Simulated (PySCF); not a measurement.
**C5H14N2Si: density, localisation and related maps**

```yaml
atoms:
  - { symbol: C, position_ang: [-2.6084, -0.1111, 1.1585] }
  - { symbol: N, position_ang: [-1.4515, 0.1526, 0.3503] }
  - { symbol: C, position_ang: [-1.7690, 0.8276, -0.8826] }
  - { symbol: Si, position_ang: [0.0572, -0.6125, 0.6112] }
  - { symbol: C, position_ang: [0.9490, -1.8499, -0.5520] }
  - { symbol: C, position_ang: [2.0449, -0.7945, -0.7183] }
  - { symbol: N, position_ang: [1.3496, 0.2992, -0.0636] }
  - { symbol: C, position_ang: [2.0279, 1.5270, 0.2238] }
  - { symbol: H, position_ang: [-2.3068, -0.5791, 2.0907] }
  - { symbol: H, position_ang: [-3.1300, 0.8244, 1.3849] }
  - { symbol: H, position_ang: [-3.3145, -0.7761, 0.6461] }
  - { symbol: H, position_ang: [-0.8527, 1.0155, -1.4348] }
  - { symbol: H, position_ang: [-2.4452, 0.2285, -1.5041] }
  - { symbol: H, position_ang: [-2.2592, 1.7833, -0.6707] }
  - { symbol: H, position_ang: [0.0529, -1.0108, 2.0243] }
  - { symbol: H, position_ang: [1.3070, -2.7767, -0.1164] }
  - { symbol: H, position_ang: [0.4545, -2.0846, -1.4901] }
  - { symbol: H, position_ang: [2.2968, -0.5488, -1.7558] }
  - { symbol: H, position_ang: [2.9699, -1.0638, -0.1943] }
  - { symbol: H, position_ang: [2.8885, 1.3721, 0.8884] }
  - { symbol: H, position_ang: [2.3938, 1.9838, -0.7021] }
  - { symbol: H, position_ang: [1.3349, 2.2132, 0.7057] }
```

Geometry: GFN2-xTB.

Computed with PBE0/pcSseg-1, SCF density, gas phase, non-relativistic in PySCF.

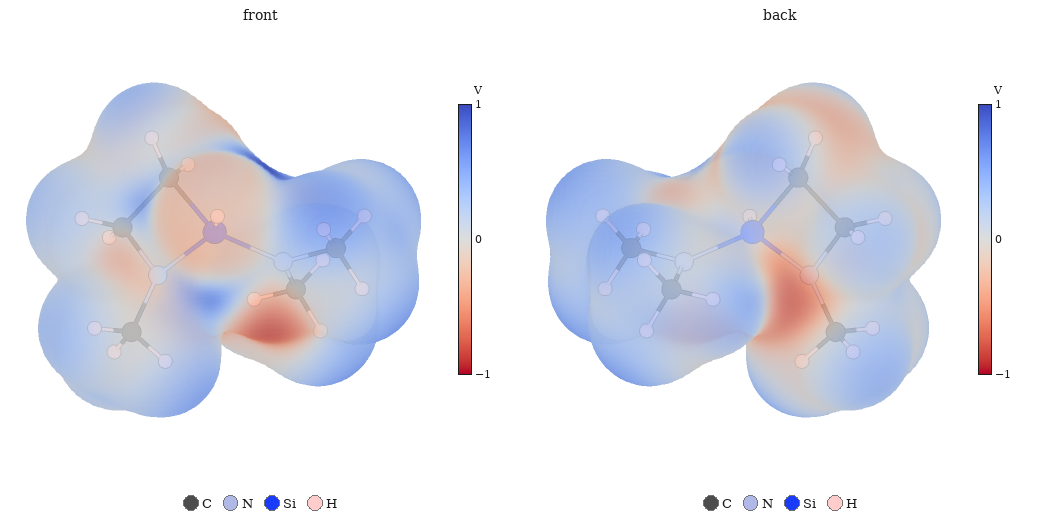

Figure 1. The electrostatic potential painted on the density surface at 0.002 e/bohr³, seen from the front and from behind; the colour scale runs from red (negative) to blue (positive).

Q: Describe the electrostatic potential map.

A: The most negative region (about −0.7 V) lies over N2 and N7, the most positive (about +0.8 V) over Si4.

Q: How polar is the molecule by this calculation?

A: Its dipole moment is 0.73 D.

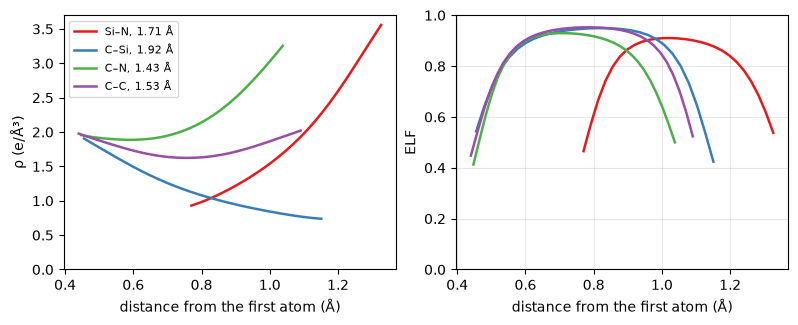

Figure 2. Electron density and electron localisation function along straight lines between neighbouring atoms. The curves leave out the atomic cores.

Q: What can be read from the curves?

A: Si–N (1.71 Å): ρ at the midpoint is about 1.1 e/Å³; the ELF peaks at about 0.90 between the atoms (a shared but strongly polarised pair).
C–Si (1.92 Å): ρ at the midpoint is about 0.88 e/Å³; the ELF peaks at about 0.95 between the atoms (a covalent bond).
C–N (1.43 Å): ρ is about 2 e/Å³ halfway; the ELF peaks at about 0.95 between the atoms; a covalent bond.
C–C (1.53 Å): ρ is about 1.6 e/Å³ halfway; the ELF peaks at about 0.95 between the atoms: localised, covalent bonding.
